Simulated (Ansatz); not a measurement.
# CH5Al: phonon calculation

- system: CH5Al
- method: RKS PBE0-D4/def2-TZVP (Ansatz 0.2.0)

The geometry comes from this level: PBE0-D4/def2-TZVP. Figures and captions count atoms from 1; the log counts them from 0 in places.

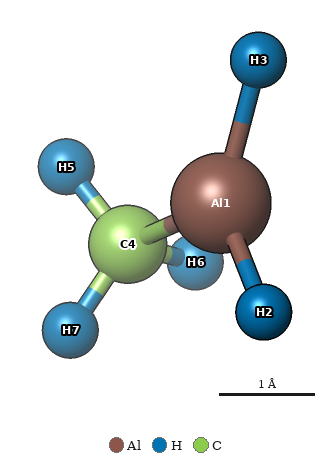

*The structure as given in the input (ball-and-stick view, seen at a tilt; atoms are numbered from 1 in the order of the input). Sticks mark near contacts.*

Bond lengths as drawn: Al–C 1.95 Å, Al–H 1.59 Å and C–H 1.09 to 1.10 Å.

## Input
```yaml
crystal:
  periodic: [false, false, false]
  atoms:
    - {symbol: Al, position_ang: [-0.264015, -0.965086, 0.379998]}
    - {symbol: H, position_ang: [-0.163699, -2.192691, -0.626533]}
    - {symbol: H, position_ang: [-1.350015, -1.013774, 1.541212]}
    - {symbol: C, position_ang: [0.949756, 0.553353, 0.218864]}
    - {symbol: H, position_ang: [0.512688, 1.482660, 0.593193]}
    - {symbol: H, position_ang: [1.848841, 0.365114, 0.818935]}
    - {symbol: H, position_ang: [1.286954, 0.715504, -0.808121]}
basis:
  gaussian: {orbitals: def2-TZVP}
hamiltonian: {xc: pbe0, dispersion: d4}
phonons: {temperatures: {t_min: 298.15, t_max: 900, t_step: 200}}
```

## Log
```
Functional definition: PBE0
  name "PBE0"
  cite "Adamo & Barone, J. Chem. Phys. 110, 6158 (1999) doi:10.1063/1.478522"
  cite "Perdew, Burke & Ernzerhof, Phys. Rev. Lett. 77, 3865 (1996) doi:10.1103/PhysRevLett.77.3865"
  parent pbe
  parameter a = 0.25
  parameter kappa = 0.804
  parameter beta = 0.06672455060314922
  exchange = (1 - a)*pbe_x(kappa = kappa, mu = beta*pi^2/3) + a*exact_x
  correlation = pbe_c(beta = beta)
679 factors; their error is unknown
mean field evaluation 1: about -7705.0964 eV, gradient 5.1e1 eV
mean field evaluation 2: about -7702.2539 eV, gradient 5.6e1 eV
mean field evaluation 4: about -7711.0053 eV, gradient 5.3e-1 eV
mean field evaluation 8: about -7711.0134 eV, gradient 1.9e-1 eV
mean field -7711.01343769 eV, -283.3745171226 hartree, gradient 6.0e-5 eV, S^2 0.000000; 0 other end points of the search recorded, 0 dependent functions left out
the calculation of the forces begins
reference -7711.01346893 eV, -283.3745182706 hartree; 12, 12 occupied and 86, 86 virtual orbitals, 679 factors
these checks for a lower state are left out or cut short: stability, starts, cluster_reference, orbital_swaps, neighbouring_geometries, increment
679 factors; their error is unknown
mean field evaluation 16: about -7711.0062 eV, gradient 2.1e-1 eV
mean field -7711.01338980 eV, -283.3745153624 hartree, gradient 6.5e-7 eV, S^2 0.000000; 0 other end points of the search recorded, 0 dependent functions left out
[... from here on the field's lines of each further geometry are left out, up to the last ...]
the calculation of the forces begins
reference -7711.01337297 eV, -283.3745147442 hartree; 12, 12 occupied and 86, 86 virtual orbitals, 679 factors
these checks for a lower state are left out or cut short: stability, starts, cluster_reference, orbital_swaps, neighbouring_geometries, increment
679 factors; their error is unknown
mean field -7711.01334708 eV, -283.3745137925 hartree, gradient 8.7e-7 eV, S^2 0.000000; 0 other end points of the search recorded, 0 dependent functions left out
the calculation of the forces begins
reference -7711.01337832 eV, -283.3745149408 hartree; 12, 12 occupied and 86, 86 virtual orbitals, 679 factors
WARN: phonons: 3 modes above zero are rigid motions of the cell's bodies and no vibrations: the zero-point energy, free energy, entropy and heat capacity leave them out. With what each would have added to F at 898 K, by the weight of its row in the mesh: 0.01 cm⁻¹ (-0.827 eV; rigid weight 1.000, of which rotation 0.000), 8.22 cm⁻¹ (-0.335 eV; rigid weight 1.000, of which rotation 1.000), 12.91 cm⁻¹ (-0.300 eV; rigid weight 0.988, of which rotation 0.988). A body is a set of atoms that hang together within twice the van der Waals contact; here: 7 atoms, out of reach of every periodic image. What nothing holds moves and turns at no cost, which is at zero frequency: what stands here is left by the forces on the atoms, the periodic images, the SCF threshold and the grid, and changes its size and its sign with the last two. The forces' share comes down as the geometry is relaxed further. The table is the vibrational part alone. If the cell is meant as a crystal, declare phonons.rigid_motions: translations: the three translations of the whole cell alone are then left out. The least rigid weight left out is 0.98809 and the largest kept is 0.49755. The rigid motions are mixed with soft vibrations: those modes' frequencies are not settled, nor the sums by as much as one such mode adds.
Total energy: -7711.07864996 eV, -283.3769136290 hartree
Atom 0 at    -0.264015    -0.965086     0.379998 Å, force     0.002523     0.002565    -0.000058 eV/Å
Atom 1 at    -0.163699    -2.192691    -0.626533 Å, force    -0.001343     0.003411     0.001950 eV/Å
Atom 2 at    -1.350015    -1.013774     1.541212 Å, force     0.001758     0.000342    -0.003721 eV/Å
Atom 3 at     0.949756     0.553353     0.218864 Å, force    -0.000581    -0.004200     0.001955 eV/Å
Atom 4 at     0.512688     1.482660     0.593193 Å, force    -0.003513    -0.001019    -0.000661 eV/Å
Atom 5 at     1.848841     0.365114     0.818935 Å, force     0.004150     0.000347     0.002121 eV/Å
Atom 6 at     1.286954     0.715504    -0.808121 Å, force    -0.002994    -0.001446    -0.001587 eV/Å
Dipole moment:     0.096637     0.124412    -0.014750 e Å
Vibrations: 27.43 408.43 462.42 635.90 709.50 749.45 800.50 1218.23 1436.60 1441.71 1908.83 1910.27 3031.49 3104.55 3134.27 cm⁻¹, zero-point energy 1.300570 eV
```

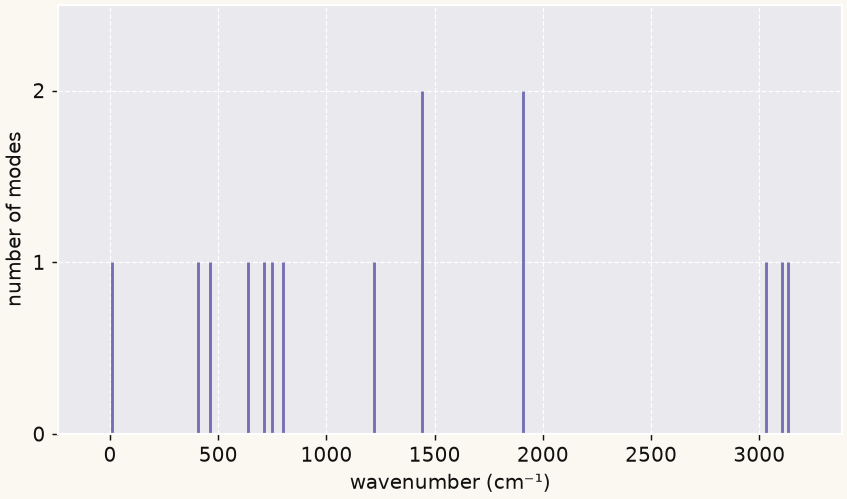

*Harmonic vibrational wavenumbers from the force constants; neighbouring modes closer than 14 cm⁻¹ are counted in one stick.*

15 modes from 10 to 3134 cm⁻¹, none imaginary.

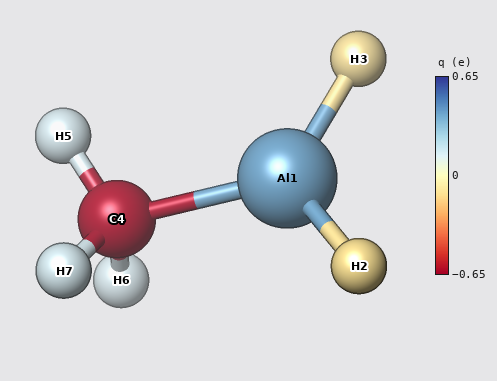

*Mulliken charges, as the colour of each atom (ball-and-stick view, seen at a tilt; atoms are numbered from 1 in the order of the input).*

By element: Al +0.40, H −0.11 to +0.14 and C −0.61 e.

## Key numbers

```tsv
quantity	value
outcome	converged
total energy	−7711.0786 eV
mean-field energy	−7711.0135 eV
dispersion energy	−0.0652 eV
largest force (length of the vector)	0.005 eV/Å
dipole moment	0.76 D
hardware	2 CPU threads, shared host
wall time	25 s (CPU time 46 s)
peak memory	0.18 GiB
```
